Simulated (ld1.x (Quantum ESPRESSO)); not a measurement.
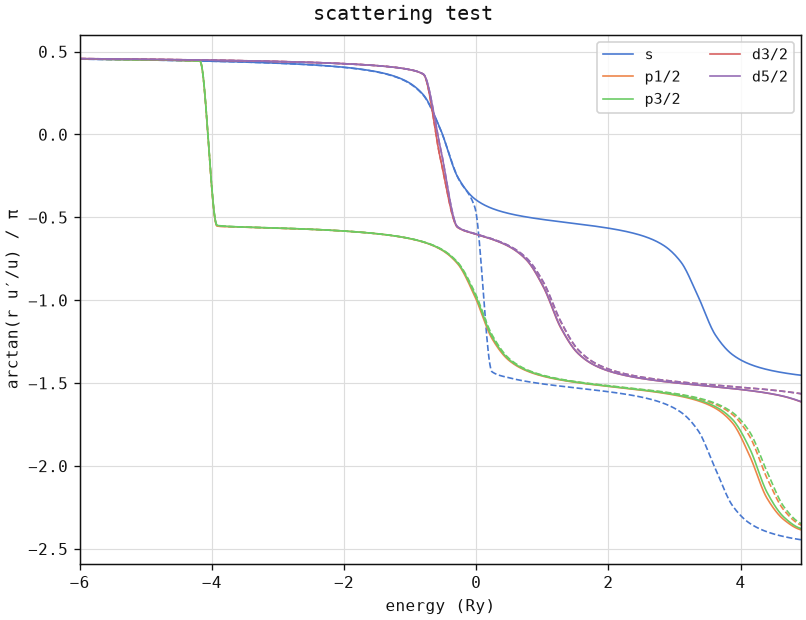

Unwrapped phase arctan(r u′/u) in units of π against energy, all-electron (solid) and pseudo (dashed); the pseudo phase is matched to the all-electron one at the reference energy. Here u = r R(r). A near-vertical step is a level narrower than the spacing of the points behind the curves.

* Element: Mn
* Generator: ld1.x (Quantum ESPRESSO) 7.5
* Type: norm-conserving Troullier–Martins (Kleinman–Bylander form)
* Functional: PBE
* Relativity: fully relativistic
* Frozen core: [Ne] 3s2
* Valence charge: 13
* Reference configuration: 3p6 3d5 4s2 4p0
* Partial waves: 4s (bound): rc 2.75 bohr; 3p (bound): rc 1.45 bohr; 3d (bound): rc 1.90 bohr
* Local potential: all-electron potential smoothed inside 1.40 bohr (lloc = -2)
* Core correction: none

Q: What does the plot say about ghosts?

A: Going away from the reference energies, the phases part by more than π/2 in: s at about 0.1 Ry (above its reference energy, pseudo phase lower). Such a step is either a state that only one of the two atoms has or an ordinary level shifted in energy. The separate test gives: no ghost state below the valence levels in the s, p1/2, p3/2, d3/2, d5/2, f channels.

Q: Over which energies does the pseudo-atom scatter like the all-electron atom (phases within 0.05 rad)?

A: s: up to about -0.1 Ry; p1/2: up to about 3.5 Ry; p3/2: up to about 3.5 Ry; d3/2: up to about 0.9 Ry; d5/2: up to about 0.9 Ry.
